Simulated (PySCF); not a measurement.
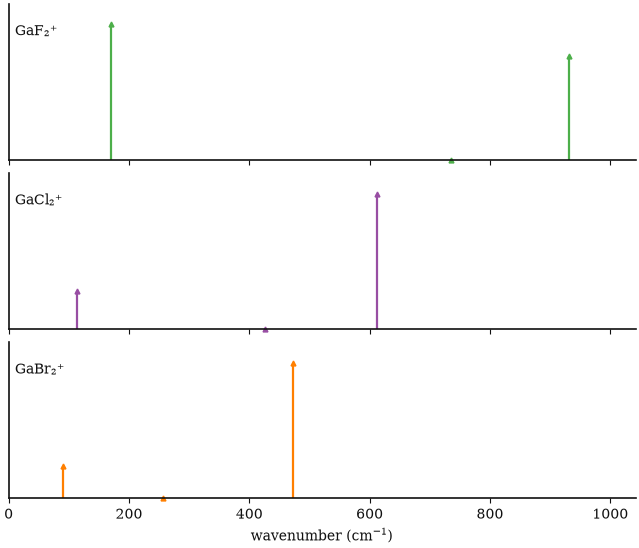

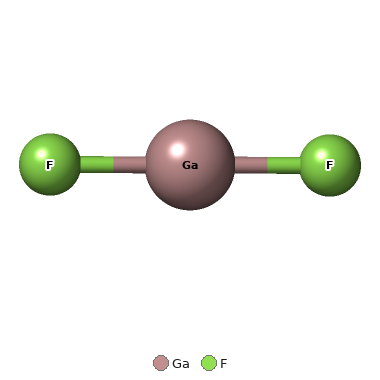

Harmonic infrared lines of GaF₂⁺, GaCl₂⁺ and GaBr₂⁺, all D∞h singlets, each the lowest point that its search found (GaF₂⁺ is drawn); the ligand atom changes down one group of the periodic table. PBE0/def2-TZVP, PySCF 2.14.0, unscaled, no spin-orbit coupling; each panel is scaled to its strongest line, degenerate modes are one line with their intensities summed, and dots on the axis are modes too weak to show or inactive.

Q: How do the bond length and the stretches change along the series?

A: Mean bond length: GaF₂⁺ 1.661, GaCl₂⁺ 2.024, GaBr₂⁺ 2.168 Å, rising down the group. Highest σu+ mode: GaF₂⁺ 931, GaCl₂⁺ 612, GaBr₂⁺ 473 cm⁻¹, falling down the group.

Q: Give the modes by symmetry (cm⁻¹).

A:
| symmetry | GaF₂⁺ | GaCl₂⁺ | GaBr₂⁺ |
| --- | --- | --- | --- |
| πu | 170.0 | 113.7 | 89.5 |
| σg+ | 735.6 | 425.9 | 256.6 |
| σu+ | 930.6 | 612.5 | 472.6 |

Caveats, for all or some of the runs: no scalar relativity.
